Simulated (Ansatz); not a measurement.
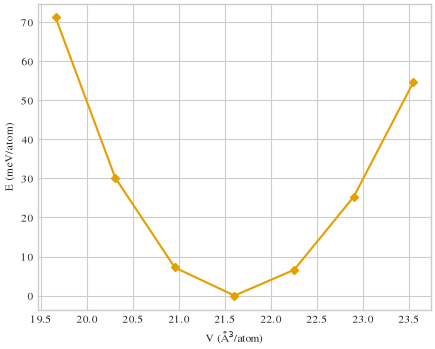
Figure. Hf (hcp (Mg type), P6_3/mmc) under volume change, plane-wave PAW PBEsol (Ansatz code), shape and atoms relaxed at each volume.

Question: What does a third-order Birch–Murnaghan fit give for V₀, B₀ and B′?

Answer: V₀ = 21.61 Å³/atom, B₀ = 114 GPa, B′ = 3.4.

The cell was relaxed with PBEsol under the symmetry of its start. The run is not spin-polarised. Spin–orbit coupling is left out wherever it is not named.

Potentials: the earlier of the program's two PAW sets. The files were generated under PBE; for other functionals the program regenerates the frozen cores, and for LDA and PBEsol the local potential too.
